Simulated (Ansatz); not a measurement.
# Amorphous SiCO: valence band and core levels, part 3 of 6

How wide do site differences make the core lines of amorphous SiCO?

Ansatz 0.2.0; DFT, PBEsol, plane-wave PAW, default files, scalar-relativistic.

So far. Step 3 (Dynamics at 1925 K): Beyond half the shortest lattice vector, 3.8 Å, g(r) counts periodic images.

**4. Dynamics at 300 K**

A short run with the thermostat set to 300 K, starting from rest and too brief to equilibrate, lets it settle further; the cutoff and mesh are cut down, since only a plausible structure is wanted.

Input file input.yaml:

```yaml
crystal:
  lattice:
    - [7.5090830355, 0.0, 0.0]
    - [0.0, 7.5090830355, 0.0]
    - [0.0, 0.0, 7.5090830355]
  atoms:
    - { symbol: Si, position: [1.0362044765, 0.8616906105, 1.0721517221] }
    - { symbol: Si, position: [0.2733481819, 0.6006433454, 0.2804441818] }
    - { symbol: Si, position: [1.017641876, 0.2126290163, 0.7885590687] }
    - { symbol: Si, position: [0.579828553, 1.1159052832, 0.2942425665] }
    - { symbol: Si, position: [0.3424928776, 1.0094879469, 0.742751842] }
    - { symbol: Si, position: [0.4632608047, 0.7857901405, 0.4234136279] }
    - { symbol: Si, position: [0.7019624423, 0.4612926793, 0.3216277206] }
    - { symbol: Si, position: [0.2425164371, 0.3732449393, 0.935017703] }
    - { symbol: Si, position: [0.0628945132, 1.0208318532, 0.561558338] }
    - { symbol: Si, position: [0.8746581671, 0.1475701429, 0.1052625747] }
    - { symbol: O, position: [0.434710812, 0.9529475155, 0.2791323834] }
    - { symbol: O, position: [0.3750072194, 0.4490614279, 0.7845428526] }
    - { symbol: O, position: [0.0395590056, 0.4118068213, 0.8668424648] }
    - { symbol: O, position: [0.8234656438, 0.1870973688, -0.0927398602] }
    - { symbol: O, position: [1.0958227347, 0.6888520962, 0.2008880242] }
    - { symbol: O, position: [0.5791871947, 0.1504858829, 0.504328179] }
    - { symbol: O, position: [0.6397498325, 0.6554469428, 0.3364379137] }
    - { symbol: O, position: [0.7497482489, 0.0139888596, 0.2336390378] }
    - { symbol: O, position: [0.1917190215, 0.4000804827, 0.440722497] }
    - { symbol: O, position: [0.3581351345, 0.7487973153, 0.8151381673] }
    - { symbol: C, position: [0.8984892796, 0.3290119034, 0.2783824528] }
    - { symbol: C, position: [0.3966952665, 0.4318589385, 0.1451233708] }
    - { symbol: C, position: [0.4170375957, 0.6287198987, 0.707517019] }
    - { symbol: C, position: [0.1899428697, 1.1286856505, 0.9463096852] }
    - { symbol: C, position: [0.1224010695, 1.0703722557, 0.1200849379] }
    - { symbol: C, position: [1.0532954818, 0.2890642617, 0.368830459] }
    - { symbol: C, position: [0.8725669863, 0.9245988899, 0.6786840134] }
    - { symbol: C, position: [0.5412640529, 0.9640939425, 0.6030328771] }
    - { symbol: C, position: [0.7082463632, 0.9163545719, 0.6692922816] }
    - { symbol: C, position: [0.5238470538, 0.3292112291, 0.2176084132] }
kpoints:
  mp_grid: { grid: [1, 1, 1] }
scf:
  occupations: { method: fermi_dirac, width: 0.1 }
  n_extra_bands: 21
hamiltonian:
  xc: pbesol
  pseudopotentials: { kind: paw }
output:
  forces: true
basis:
  ecutwfc: 320
md:
  timestep: 1.5
  n_steps: 80
  ensemble: nvt_langevin
  temperature: 300
  seed: 0
```

Started as:

```sh
$ ansatz run input.yaml --threads 8 --pin off --max-ram 40960MiB --backend cuda --events-out ev --progress --plain --runs-dir out
```

Numbers of over 12 decimals in the logs are rounded to 6 here.

What it wrote:

```text
[...]
Crystal: 30 atoms, lattice volume = 423.410 Å³
Basis set: ecut = 320 eV, 5449 PW (Γ), exchange–correlation on 90×90×90 points (8 copies of the dense FFT grid, shifted against one another)
Bands: 91, of which v1, the nominal top of the filled ones, is band 70 counted from 1 (69 counted from 0)
Symmetry: 1 space group operations
k-points: 1
[...]
SCF iter   1: F=—  HF=-14271.574581 eV  |F-HF|=—  |Δ(HF+E_count)|=         —  Δρ=1.90e-2  dr2=1.62e0  ethr=1.77e-3  ⟨swp⟩=9.0  Hψ=486  notcnv=0  defer=3
[...]
SCF iter   2: F=—  HF=-14271.251545 eV  |F-HF|=—  |Δ(HF+E_count)|=   3.23e-1  Δρ=7.26e-3  dr2=1.82e-1  ethr=1.16e-3  ⟨swp⟩=4.0  Hψ=198  notcnv=0  defer=3
[...]
SCF 1 converged in 11 iterations: F = -14271.227295 eV  dr2 = 8.64e-9
[...]
md step     0: t =     0.00 fs  T =     0.0 K  F+E_penalty+E_count = -14271.22729549 eV  E_kin = 0.000000 eV  (11 SCF iters)
[...]
md step     2: t =     3.00 fs  T =   143.7 K  F+E_penalty+E_count = -14271.74444609 eV  E_kin = 0.557251 eV  (9 SCF iters)
[...]
md step     4: t =     6.00 fs  T =   405.5 K  F+E_penalty+E_count = -14272.83814686 eV  E_kin = 1.572476 eV  (10 SCF iters)
[... from here on, the SCF cycles and remarks between the steps are left out ...]
md step     6: t =     9.00 fs  T =   670.4 K  F+E_penalty+E_count = -14273.81844230 eV  E_kin = 2.599718 eV  (7 SCF iters)
md step     8: t =    12.00 fs  T =   748.6 K  F+E_penalty+E_count = -14274.18027711 eV  E_kin = 2.903033 eV  (8 SCF iters)
md step    10: t =    15.00 fs  T =   713.9 K  F+E_penalty+E_count = -14274.02688075 eV  E_kin = 2.768278 eV  (10 SCF iters)
md step    12: t =    18.00 fs  T =   720.8 K  F+E_penalty+E_count = -14274.14708648 eV  E_kin = 2.795187 eV  (7 SCF iters)
md step    14: t =    21.00 fs  T =   800.7 K  F+E_penalty+E_count = -14274.62575665 eV  E_kin = 3.104909 eV  (7 SCF iters)
md step    16: t =    24.00 fs  T =   897.4 K  F+E_penalty+E_count = -14275.05150657 eV  E_kin = 3.479949 eV  (6 SCF iters)
md step    18: t =    27.00 fs  T =   958.9 K  F+E_penalty+E_count = -14275.22413742 eV  E_kin = 3.718327 eV  (7 SCF iters)
md step    20: t =    30.00 fs  T =   895.6 K  F+E_penalty+E_count = -14275.02064767 eV  E_kin = 3.472851 eV  (10 SCF iters)
md step    22: t =    33.00 fs  T =   783.6 K  F+E_penalty+E_count = -14274.65236541 eV  E_kin = 3.038753 eV  (7 SCF iters)
md step    24: t =    36.00 fs  T =   716.3 K  F+E_penalty+E_count = -14274.56694617 eV  E_kin = 2.777717 eV  (7 SCF iters)
md step    26: t =    39.00 fs  T =   773.5 K  F+E_penalty+E_count = -14274.87314192 eV  E_kin = 2.999642 eV  (6 SCF iters)
md step    28: t =    42.00 fs  T =   793.1 K  F+E_penalty+E_count = -14275.04038665 eV  E_kin = 3.075649 eV  (7 SCF iters)
md step    30: t =    45.00 fs  T =   791.3 K  F+E_penalty+E_count = -14275.18428546 eV  E_kin = 3.068393 eV  (10 SCF iters)
md step    32: t =    48.00 fs  T =   808.0 K  F+E_penalty+E_count = -14275.33393510 eV  E_kin = 3.133429 eV  (7 SCF iters)
md step    34: t =    51.00 fs  T =   730.7 K  F+E_penalty+E_count = -14275.17596024 eV  E_kin = 2.833654 eV  (8 SCF iters)
md step    35: t =    52.50 fs  T =   694.2 K  F+E_penalty+E_count = -14275.08788762 eV  E_kin = 2.691894 eV  (8 SCF iters)
md step    36: t =    54.00 fs  T =   702.4 K  F+E_penalty+E_count = -14275.07441012 eV  E_kin = 2.723767 eV  (8 SCF iters)
md step    37: t =    55.50 fs  T =   690.8 K  F+E_penalty+E_count = -14275.17078791 eV  E_kin = 2.678923 eV  (8 SCF iters)
md step    38: t =    57.00 fs  T =   753.2 K  F+E_penalty+E_count = -14275.35097970 eV  E_kin = 2.920847 eV  (8 SCF iters)
md step    39: t =    58.50 fs  T =   795.6 K  F+E_penalty+E_count = -14275.55562835 eV  E_kin = 3.085160 eV  (8 SCF iters)
md step    40: t =    60.00 fs  T =   847.6 K  F+E_penalty+E_count = -14275.74799000 eV  E_kin = 3.286741 eV  (11 SCF iters)
md step    41: t =    61.50 fs  T =   898.9 K  F+E_penalty+E_count = -14275.91086011 eV  E_kin = 3.485941 eV  (8 SCF iters)
md step    42: t =    63.00 fs  T =   917.3 K  F+E_penalty+E_count = -14276.02527329 eV  E_kin = 3.557233 eV  (8 SCF iters)
md step    43: t =    64.50 fs  T =   906.3 K  F+E_penalty+E_count = -14276.06633459 eV  E_kin = 3.514610 eV  (8 SCF iters)
md step    44: t =    66.00 fs  T =   826.5 K  F+E_penalty+E_count = -14276.01388799 eV  E_kin = 3.204867 eV  (8 SCF iters)
md step    45: t =    67.50 fs  T =   747.2 K  F+E_penalty+E_count = -14275.90407067 eV  E_kin = 2.897639 eV  (8 SCF iters)
md step    46: t =    69.00 fs  T =   684.1 K  F+E_penalty+E_count = -14275.81144659 eV  E_kin = 2.652744 eV  (8 SCF iters)
md step    47: t =    70.50 fs  T =   662.6 K  F+E_penalty+E_count = -14275.80137548 eV  E_kin = 2.569444 eV  (8 SCF iters)
md step    48: t =    72.00 fs  T =   683.0 K  F+E_penalty+E_count = -14275.89664845 eV  E_kin = 2.648525 eV  (8 SCF iters)
md step    49: t =    73.50 fs  T =   719.7 K  F+E_penalty+E_count = -14276.06277057 eV  E_kin = 2.791012 eV  (8 SCF iters)
md step    50: t =    75.00 fs  T =   748.8 K  F+E_penalty+E_count = -14276.24671876 eV  E_kin = 2.903854 eV  (11 SCF iters)
md step    51: t =    76.50 fs  T =   758.9 K  F+E_penalty+E_count = -14276.38159400 eV  E_kin = 2.942829 eV  (9 SCF iters)
md step    52: t =    78.00 fs  T =   769.5 K  F+E_penalty+E_count = -14276.39592977 eV  E_kin = 2.983878 eV  (9 SCF iters)
[...]
SCF iter   1: F=—  HF=-14276.302348 eV  |F-HF|=—  |Δ(HF+E_count)|=         —  Δρ=5.23e-4  dr2=1.06e-3  ethr=5.34e-6  ⟨swp⟩=3.0  Hψ=230  notcnv=0  defer=7
[...]
SCF iter   2: F=—  HF=-14276.302186 eV  |F-HF|=—  |Δ(HF+E_count)|=   1.63e-4  Δρ=2.91e-4  dr2=5.61e-4  ethr=7.58e-7  ⟨swp⟩=2.0  Hψ=166  notcnv=0  defer=7
[...]
SCF iter   5: F=—  HF=-14276.301960 eV  |F-HF|=—  |Δ(HF+E_count)|=   4.03e-5  Δρ=1.95e-5  dr2=3.27e-6  ethr=7.94e-9  ⟨swp⟩=2.0  Hψ=142  notcnv=0  defer=7
[...]
SCF iter   7: F=—  HF=-14276.301959 eV  |F-HF|=—  |Δ(HF+E_count)|=   5.09e-8  Δρ=4.61e-6  dr2=1.17e-7  ethr=4.66e-10  ⟨swp⟩=3.0  Hψ=166  notcnv=0  defer=7
[...]
SCF iter   9: F=-14276.301959 eV  HF=-14276.301959 eV  |F-HF|=7.39e-9  |Δ(HF+E_count)|=   4.17e-9  Δρ=1.11e-6  dr2=9.88e-9  ethr=2.14e-11  ⟨swp⟩=4.0  Hψ=283  notcnv=0
SCF 54 converged in 9 iterations: F = -14276.301959 eV  dr2 = 9.88e-9
md step    53: t =    79.50 fs  T =   723.5 K  F+E_penalty+E_count = -14276.30195935 eV  E_kin = 2.805473 eV  (9 SCF iters)
[...]
```

Elapsed: 14 s, on 1 × NVIDIA GB200 with 8 threads of Arm Neoverse V2, shared host; peak memory 1 GiB.

The trajectory, sampled:

```
time (fs)  T (K)  potential (meV/atom)
      0.0      0                   0.0
      9.0    670                 -86.4
     15.0    714                 -93.3
     24.0    897                -127.5
     33.0    784                -114.2
     39.0    774                -121.5
     48.0    808                -136.9
     57.0    753                -137.5
     63.0    917                -159.9
     72.0    683                -155.6
     81.0    694                -166.0
     87.0    692                -175.2
     96.0    598                -170.5
    105.0    548                -172.0
    111.0    491                -173.2
    120.0    444                -169.0
```

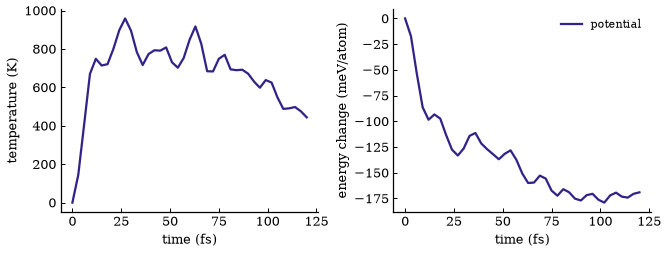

Temperature and energies against time.

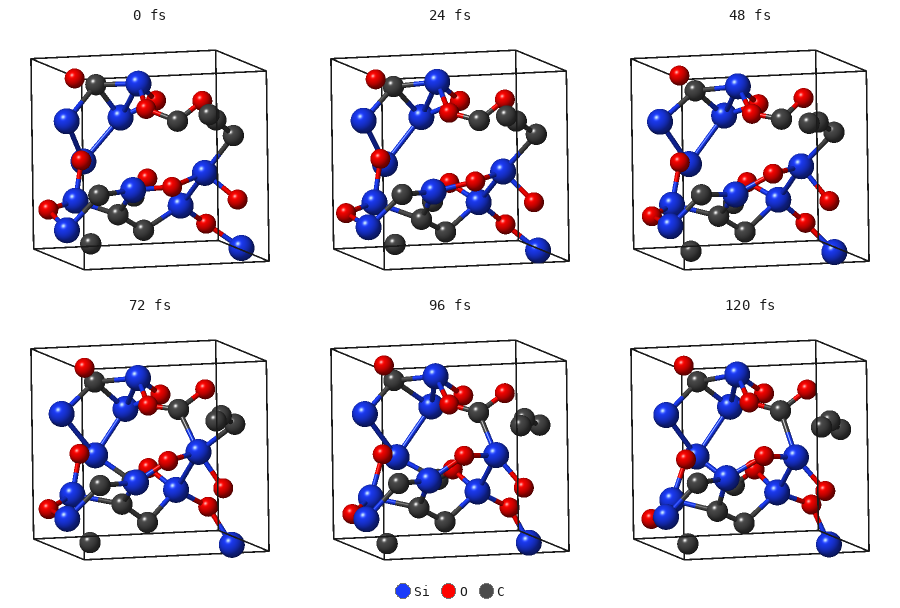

6 frames of the run. Bonds to atoms that aren't drawn are left out.

Mean square displacement at the end: Si 0.18 Å², O 0.33 Å², C 0.17 Å².

Positions (Å) and forces (eV/Å) at 120.0 fs:

```xyz
30
Lattice="7.509 0.000 0.000 0.000 7.509 0.000 0.000 0.000 7.509" Properties=species:S:1:pos:R:3:forces:R:3 pbc="T T T"
Si    8.140    6.057    7.777    0.326    0.273    0.985
Si    2.059    4.372    2.239   -0.790    0.621    0.504
Si    7.712    2.000    5.927   -1.423    1.229    0.234
Si    4.044    8.155    1.882    0.065   -1.481   -0.939
Si    2.387    7.510    5.451   -0.185   -0.870    0.000
Si    3.626    5.582    3.398   -1.635    1.148    0.943
Si    5.126    3.162    2.521    2.492    1.430    1.276
Si    2.250    2.871    6.939   -1.421   -0.388   -2.056
Si    0.628    8.238    3.972    0.333    0.475   -0.207
Si    6.734    1.118    0.907   -1.417    0.541   -1.772
O     3.305    6.667    2.055    0.613    0.031   -0.236
O     3.260    3.621    5.690    0.009    0.002    0.316
O     0.897    3.581    6.312   -0.991   -1.359   -0.061
O     6.368    1.824   -0.628    0.823    0.161   -0.064
O     8.322    5.413    1.848    0.146   -0.490   -1.290
O     3.862    1.179    3.483   -0.073   -1.041    0.182
O     4.978    4.656    3.341    1.341   -1.821   -1.547
O     5.373    0.150    1.016    0.515    0.169    0.976
O     1.263    3.249    3.281    2.210    1.484   -0.159
O     2.725    5.832    6.158   -0.160   -1.140   -0.625
C     6.800    2.428    2.169   -0.219   -0.152    0.830
C     2.881    3.235    0.985   -1.105    1.885    1.273
C     3.136    4.846    5.318    0.658    2.658   -0.516
C     1.493    8.551    6.817    1.466   -0.810    0.766
C     0.842    7.892    0.518    1.211   -0.387   -0.355
C     8.147    2.245    2.769   -3.731   -1.669   -0.112
C     6.549    7.435    4.189   -1.620   -0.171    0.672
C     3.943    7.494    4.377    0.316    0.672    0.497
C     5.339    7.448    4.564    1.874   -0.719   -0.401
C     3.890    2.429    1.383    0.374   -0.284    0.888
```

The pair distribution g(r) has structure finer than the step of the table below, so its rows give means over 0.5 Å, whole bins alone (the curve runs from 0.0329 to 5.22 Å). Peaks (Å: height): Si–Si 2.46: 2.11, 2.99: 4.02, 4.30: 1.87, 4.50: 1.71; Si–O 1.68: 10.5, 3.12: 1.78, 3.71: 1.81; Si–C 1.81: 7.66, 2.79: 3.62, 3.06: 2.75, 3.45: 1.78; O–O 2.46: 2.53, 2.66: 2.17, 2.99: 1.72, 3.78: 2.78; O–C 1.28: 4.29, 2.73: 2.67, 3.06: 1.85, 3.32: 2.50.

From the last frames. Table of pair distribution g(r) by r; means over each step:

```
r (Å)  Si–Si   Si–O   Si–C     O–O    O–C
  0.5      0      0      0       0      0
  1.0      0      0      0       0  0.148
  1.5      0   3.11  0.192       0   1.30
  2.0  0.206  0.697   2.78  0.0366  0.103
  2.5  0.810  0.419  0.611    1.40  0.855
  3.0   1.66  0.719   1.45    1.13   1.44
  3.5  0.562   1.02  0.781   0.637   1.39
  4.0  0.854   1.22  0.847    1.14  0.982
  4.5   1.27   1.07   1.17   0.633   1.06
```

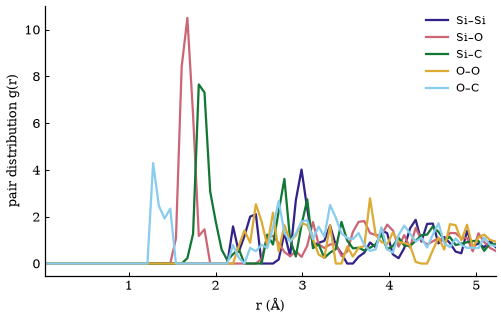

Pair distribution g(r) against r.

Beyond half the shortest lattice vector, 3.8 Å, g(r) counts periodic images.

Numbers from this step:

* free energy: -14276.2987 eV
* energy at zero smearing: -14276.2384 eV
* smearing term TS: 0.1206 eV
* Fermi energy: 4.983 eV
* gap by band count: 0.4663 eV

(Part 3 of 6 ends here.)

[Logs are printed without paths, hosts, clocks, repeated set-up lines and the standing remarks that a program may print on its own settings, such as how far it seeks lower states.]

[Hosts, paths, dates, database ids (printed as entryN), source tags and the programs' standing remarks are cut or masked in the printed files.]

[Maps of the electrostatic potential energy from Ansatz leave out the sawtooth potential of an applied field or a dipole correction, so their vacuum need not be flat; work functions include it.]
